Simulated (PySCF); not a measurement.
# C₂H₅NO₂Si: runs on many settings

Which settings matter for C₂H₅NO₂Si (`CO[Si@H](O)C#N`)?

Computed with PySCF 2.14.0, with density-fitted response routines of our own, on a single molecule in the gas phase. Atoms count from 0, in the outputs and in this text.

1 further run of the same task is left out (for a known fault of the program).

## (1) The molecule as given

11 atoms, charge 0, multiplicity 1; geometry from: GFN2-xTB.

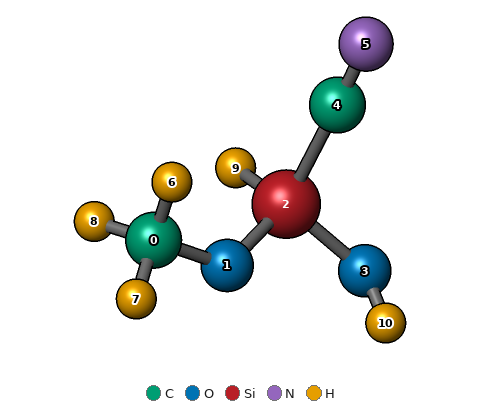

The starting geometry (carbon teal, oxygen blue, silicon red, nitrogen purple, hydrogen amber), atoms numbered.

## (2) Spin-spin couplings: revPBE/aug-pcSseg-1

What the job is given:

```
{"job": {"kind": "j", "xc": "revPBE", "basis": "aug-pcSseg-1", "scf": {"level_shift": 0.3}}, "charge": 0, "multiplicity": 1}
C      1.751259    -0.220935     0.226307
O      0.484224    -0.686837    -0.130758
Si    -0.976239    -0.208583     0.385891
O     -2.049279    -1.074934    -0.446848
C     -1.158709     1.627889     0.027058
N     -1.230222     2.752842    -0.175068
H      1.828047     0.857590     0.072607
H      2.482359    -0.728653    -0.403087
H      1.961331    -0.442699     1.274585
H     -1.246511    -0.424906     1.798086
H     -1.840836    -1.448104    -1.299942
```

Method: revPBE/aug-pcSseg-1 indirect spin-spin coupling, non-relativistic, gas phase.

Started as:

```console
$ OMP_NUM_THREADS=1 python probes_run.py task.json out
```

The driver reads the jobs from task.json and runs them one after another.

Log:

```text
final grid: 94616 points
cycle   1  E = -573.5832789877  dE =  7.914e-01  |g| = 1.075e+00  |ddm| = 4.026e+00
cycle   2  E = -573.4812401439  dE =  1.020e-01  |g| = 1.393e+00  |ddm| = 2.244e+00
cycle   3  E = -573.7814943567  dE = -3.003e-01  |g| = 3.983e-01  |ddm| = 6.525e-01
cycle   4  E = -573.8107177239  dE = -2.922e-02  |g| = 1.023e-01  |ddm| = 3.692e-01
cycle   5  E = -573.8131613852  dE = -2.444e-03  |g| = 3.002e-02  |ddm| = 1.505e-01
cycle   6  E = -573.8133298291  dE = -1.684e-04  |g| = 1.225e-02  |ddm| = 5.099e-02
cycle   7  E = -573.8133615205  dE = -3.169e-05  |g| = 4.441e-03  |ddm| = 1.540e-02
cycle   8  E = -573.8133659687  dE = -4.448e-06  |g| = 1.692e-03  |ddm| = 7.403e-03
cycle   9  E = -573.8133666344  dE = -6.657e-07  |g| = 4.271e-04  |ddm| = 2.812e-03
cycle  10  E = -573.8133667150  dE = -8.058e-08  |g| = 1.243e-04  |ddm| = 1.262e-03
cycle  11  E = -573.8133667304  dE = -1.536e-08  |g| = 6.468e-05  |ddm| = 5.582e-04
cycle  12  E = -573.8133667347  dE = -4.310e-09  |g| = 3.503e-05  |ddm| = 2.472e-04
cycle  13  E = -573.8133667359  dE = -1.216e-09  |g| = 2.158e-05  |ddm| = 1.250e-04
cycle  14  E = -573.8133667363  dE = -3.917e-10  |g| = 9.593e-06  |ddm| = 6.626e-05
level shift removed, Fock matrix diagonalised once more
converged SCF energy = -573.8133667363

Indirect spin-spin couplings (Hz)
  i      j    bonds     total        FC       PSO       DSO        SD
  0 C    1 O    1      7.784     9.334    -1.420    -0.131         -
  0 C    2 Si   2     -0.571    -0.902     0.316     0.050    -0.035
  0 C    3 O    3      0.199     0.044     0.091     0.064         -
  0 C    4 C    3     -0.060    -0.080     0.006     0.013         -
  0 C    6 H    1    144.397   143.281     0.315     0.801         -
  0 C    7 H    1    151.736   150.694     0.290     0.752         -
  0 C    8 H    1    145.063   143.915     0.363     0.784         -
  0 C    9 H    3     -0.180    -0.104     0.121    -0.197         -
  0 C   10 H    4     -0.224    -0.130     0.232    -0.326         -
  1 O    2 Si   1    -11.947    -5.217    -6.914     0.074     0.110
  1 O    4 C    2     -2.553    -2.620     0.073    -0.006         -
  1 O    5 N    3      0.016     0.087     0.015    -0.015    -0.070
  1 O    6 H    2     -1.572    -0.816    -0.842     0.087         -
  1 O    7 H    2     -8.756    -8.007    -0.804     0.055         -
  1 O    8 H    2     -1.944    -1.203    -0.831     0.091         -
  1 O    9 H    2     -5.462    -5.822     0.148     0.212         -
  1 O   10 H    3     -0.222    -0.224     0.066    -0.064         -
  2 Si   3 O    1     -9.021    -2.202    -7.212     0.056     0.338
  2 Si   4 C    1    -85.346   -86.120     1.505    -0.157    -0.573
  2 Si   5 N    2     -1.540    -3.205     1.122    -0.028     0.571
  2 Si   6 H    3     -1.999    -2.139     0.094     0.047    -0.001
  2 Si   7 H    3    -14.182   -14.028    -0.418     0.373    -0.108
  2 Si   8 H    3     -0.572    -0.721     0.091     0.079    -0.021
  2 Si   9 H    1   -264.611  -264.694     1.210    -0.479    -0.648
  2 Si  10 H    2      2.031     1.017     0.490     0.551    -0.026
  3 O    4 C    2     -2.336    -2.417     0.075     0.005         -
  3 O    5 N    3      0.200     0.165     0.098    -0.018    -0.045
  3 O    7 H    4      0.158     0.091    -0.109     0.176         -
  3 O    9 H    2    -15.764   -15.978     0.055     0.159         -
  3 O   10 H    1    -99.226   -86.982   -11.767    -0.477         -
  4 C    5 N    1    -21.808   -19.098     2.200    -0.003    -4.906
  4 C    6 H    4      0.484     0.383    -0.239     0.340         -
  4 C    8 H    4      0.276     0.281     0.070    -0.076         -
  4 C    9 H    2     24.722    24.855    -0.090    -0.043         -
  4 C   10 H    3     -0.819    -0.756     0.197    -0.260         -
  5 N    9 H    3     -1.151    -0.961    -0.316     0.140    -0.014
  6 H    7 H    2    -11.733   -11.571     2.377    -2.539         -
  6 H    8 H    2    -10.523   -10.423     2.302    -2.401         -
  6 H    9 H    4     -0.177     0.168     0.544    -0.889         -
  6 H   10 H    5     -0.276    -0.002     0.846    -1.119         -
  7 H    8 H    2    -11.375   -11.202     2.419    -2.592         -
  7 H    9 H    4     -0.409    -0.055     1.219    -1.573         -
  8 H    9 H    4      0.400     0.303    -0.369     0.465         -
  8 H   10 H    5     -0.304     0.010     1.084    -1.398         -
  9 H   10 H    3      5.288     6.364     2.598    -3.673         -
```

It took 42 s on 1 thread of Intel Xeon Platinum 8488C, shared host; peak memory 0.61 GiB.

The basis is not made for couplings: without tight functions at the nuclei these values are rough.

Couplings of 1 Hz or more, nine at most for each number of bonds, with means over like pairs (isotopes 13C, 1H, 15N, 17O, 29Si):

```
   pair  bonds  J (Hz)  Fermi contact (Hz)  dihedral (°)
 Si2–H9      1  -264.6              -264.7             –
  C0–H6      1   147.1               146.0             –
 O3–H10      1   -99.2               -87.0             –
 Si2–C4      1   -85.3               -86.1             –
  C4–N5      1   -21.8               -19.1             –
 O1–Si2      1   -11.9                -5.2             –
 Si2–O3      1    -9.0                -2.2             –
  C0–O1      1     7.8                 9.3             –
  C4–H9      2    24.7                24.9             –
  O3–H9      2   -15.8               -16.0             –
  H6–H7      2   -11.2               -11.1             –
  O1–H9      2    -5.5                -5.8             –
  O1–H6      2    -4.1                -3.3             –
  O1–C4      2    -2.6                -2.6             –
  O3–C4      2    -2.3                -2.4             –
Si2–H10      2     2.0                 1.0             –
 Si2–N5      2    -1.5                -3.2             –
 Si2–H6      3    -5.6                -5.6             –
 H9–H10      3     5.3                 6.4          -149
  N5–H9      3    -1.2                -1.0             –
```

The spin-dipole term was solved for some atoms only; pairs without it lack that part.

The response was solved for the nuclei of C, H, N, Si alone, so couplings that need other nuclei can be missing.

Quadrupole couplings from the field gradients of the same density:

```csv
atom,isotope,eQq/h (MHz),η
O1,17O,-9.715,0.45
O3,17O,-8.757,0.42
N5,14N,-5.193,0.02
```

## (3) J couplings: OPBE/IGLO-II

Settings changed since step 2:

```diff
@@ -1,2 +1,2 @@
-{"job": {"kind": "j", "xc": "revPBE", "basis": "aug-pcSseg-1", "scf": {"level_shift": 0.3}}, "charge": 0, "multiplicity": 1}
+{"job": {"kind": "j", "xc": "OPBE", "basis": "IGLO-II", "scf": {"conv": 1e-11}}, "charge": 0, "multiplicity": 1}
 C      1.751259    -0.220935     0.226307
```

With the program's defaults for keys left out, this is: OPBE/IGLO-II indirect spin-spin coupling, non-relativistic, gas phase.

Log:

```text
final grid: 94616 points
cycle   1  E = -573.6478640842  dE =  7.478e-01  |g| = 1.073e+00  |ddm| = 2.708e+00
cycle   2  E = -572.9180686349  dE =  7.298e-01  |g| = 2.189e+00  |ddm| = 2.187e+00
cycle   3  E = -573.8214207188  dE = -9.034e-01  |g| = 3.676e-01  |ddm| = 1.732e+00
cycle   4  E = -573.8364194162  dE = -1.500e-02  |g| = 2.692e-01  |ddm| = 3.100e-01
cycle   5  E = -573.8518935908  dE = -1.547e-02  |g| = 6.174e-02  |ddm| = 1.707e-01
cycle   6  E = -573.8526502175  dE = -7.566e-04  |g| = 2.129e-02  |ddm| = 4.783e-02
cycle   7  E = -573.8527240214  dE = -7.380e-05  |g| = 6.460e-03  |ddm| = 1.542e-02
cycle   8  E = -573.8527317256  dE = -7.704e-06  |g| = 1.519e-03  |ddm| = 5.286e-03
cycle   9  E = -573.8527322272  dE = -5.016e-07  |g| = 4.372e-04  |ddm| = 1.415e-03
cycle  10  E = -573.8527322674  dE = -4.024e-08  |g| = 1.197e-04  |ddm| = 3.707e-04
cycle  11  E = -573.8527322709  dE = -3.443e-09  |g| = 4.467e-05  |ddm| = 1.241e-04
cycle  12  E = -573.8527322713  dE = -4.002e-10  |g| = 2.993e-06  |ddm| = 3.074e-05
cycle  13  E = -573.8527322713  dE =  4.547e-13  |g| = 1.567e-06  |ddm| = 4.544e-06
converged SCF energy = -573.8527322713

Indirect spin-spin couplings (Hz)
  i      j    bonds     total        FC       PSO       DSO        SD
  0 C    1 O    1     22.184    23.615    -1.302    -0.129         -
  0 C    2 Si   2      0.783     0.496     0.265     0.050    -0.029
  0 C    3 O    3      0.609     0.484     0.061     0.065         -
  0 C    4 C    3     -0.102    -0.120     0.005     0.013         -
  0 C    6 H    1    114.713   113.958    -0.077     0.832         -
  0 C    7 H    1    121.931   121.245    -0.097     0.783         -
  0 C    8 H    1    114.159   113.375    -0.032     0.816         -
  0 C    9 H    3     -0.226    -0.188     0.159    -0.197         -
  0 C   10 H    4     -0.260    -0.193     0.259    -0.327         -
  1 O    2 Si   1    -27.623   -21.416    -6.331     0.075     0.049
  1 O    4 C    2     -1.868    -1.901     0.039    -0.007         -
  1 O    5 N    3     -0.138    -0.087     0.026    -0.015    -0.063
  1 O    6 H    2     -0.916    -0.162    -0.840     0.086         -
  1 O    7 H    2     -9.223    -8.524    -0.752     0.054         -
  1 O    8 H    2     -1.327    -0.592    -0.826     0.091         -
  1 O    9 H    2     -5.372    -5.619     0.036     0.211         -
  1 O   10 H    3      0.026    -0.037     0.130    -0.066         -
  2 Si   3 O    1    -25.314   -18.887    -6.732     0.056     0.249
  2 Si   4 C    1    -75.654   -76.397     1.388    -0.158    -0.486
  2 Si   5 N    2     -2.819    -4.423     1.083    -0.029     0.550
  2 Si   6 H    3     -2.325    -2.455     0.087     0.045    -0.003
  2 Si   7 H    3    -14.551   -14.370    -0.448     0.372    -0.105
  2 Si   8 H    3     -0.732    -0.864     0.076     0.078    -0.021
  2 Si   9 H    1   -253.549  -253.728     1.220    -0.484    -0.557
  2 Si  10 H    2      0.667    -0.258     0.423     0.548    -0.046
  3 O    4 C    2     -1.582    -1.624     0.037     0.005         -
  3 O    5 N    3     -0.022    -0.064     0.099    -0.018    -0.039
  3 O    9 H    2    -17.075   -17.240     0.009     0.156         -
  3 O   10 H    1    -79.765   -68.414   -10.855    -0.496         -
  4 C    5 N    1     -1.533     0.620     2.211     0.001    -4.364
  4 C    6 H    4      0.376     0.308    -0.274     0.341         -
  4 C    8 H    4      0.193     0.189     0.079    -0.074         -
  4 C    9 H    2     25.770    25.814    -0.004    -0.040         -
  4 C   10 H    3     -1.060    -1.037     0.234    -0.257         -
  5 N    9 H    3     -0.932    -0.743    -0.322     0.142    -0.008
  6 H    7 H    2    -11.969   -11.854     2.382    -2.496         -
  6 H    8 H    2    -11.184   -11.106     2.281    -2.359         -
  6 H   10 H    5     -0.202     0.001     0.913    -1.116         -
  7 H    8 H    2    -11.725   -11.602     2.426    -2.548         -
  7 H    9 H    4     -0.257    -0.050     1.363    -1.570         -
  8 H    9 H    4      0.284     0.260    -0.445     0.469         -
  8 H   10 H    5     -0.209     0.013     1.173    -1.395         -
  9 H   10 H    3      5.174     5.718     3.120    -3.665         -
```

Run time: 28 s. Hardware: 1 thread of Intel Xeon Platinum 8488C, shared host.

Key values: J(Si2,H9) -253.5 Hz, J(C0,H6) 116.9 Hz, J(O3,H10) -79.8 Hz (means over like pairs).

(Part 1 of 2 ends here.)
